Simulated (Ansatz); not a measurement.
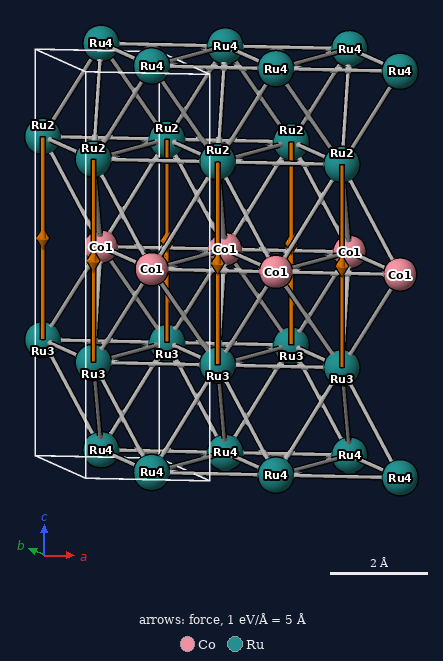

Starting geometry of solid CoRu3 (a generated structure, set up in P-6m2) (coarse preliminary run) with the computed forces as orange arrows. A ball-and-stick model of the cell of the calculation, repeated 3 × 2 × 1 with one cell outlined, seen slightly off an axis.

Theory: DFT PBE, scalar-relativistic, plane waves, PAW (Ansatz). (plane-wave cutoff 420 eV; k-point mesh 6 × 6 × 2; occupations gaussian; smearing width 0.1 eV; collinear spin; cell and atoms relaxed; force threshold 0.04 eV/Å; at most 70 steps)

What follows when this structure is relaxed?

Answer. It isn't relaxed: the largest force vector, on Ru atoms, is 0.49 eV/Å. The atoms end up moving mostly along the starting forces (cosine between the two patterns 1.00). The largest moves relative to the cell, 0.036 Å, are those of Ru2 and Ru3. Ru3 goes along +c. Co stays in place. The drawn cell changes as follows: a = b 2.601 → 2.695 Å (+3.6 %), c 8.631 → 8.395 Å (−2.7 %); the volume changes by +4.4 %. Some distances before and after: Ru2–Ru2 2.601 → 2.695 Å, Co1–Co1 2.601 → 2.695 Å, Co1–Ru2 2.629 → 2.584 Å, Ru2–Ru4 2.629 → 2.642 Å. The space group stays P-6m2 (No. 187). Over 3 accepted moves (4 points after the start) the energy falls by 73.9 meV per atom. The largest force component goes from 0.49 to 0.0093 eV/Å. The pressure goes from 15.99 to 0.10 GPa. At 1 point the geometry stayed and the basis and grid were re-selected for the new cell (energy shift of 0.5 meV per atom at most each time). Cost: 18 s on 4 threads of Intel(R) Xeon(R) Processor @ 2.70GHz, with other jobs on the host, peak memory 0.42 GiB.

Limits of the set-up: the k-point mesh is coarse for a cell with partly filled bands.
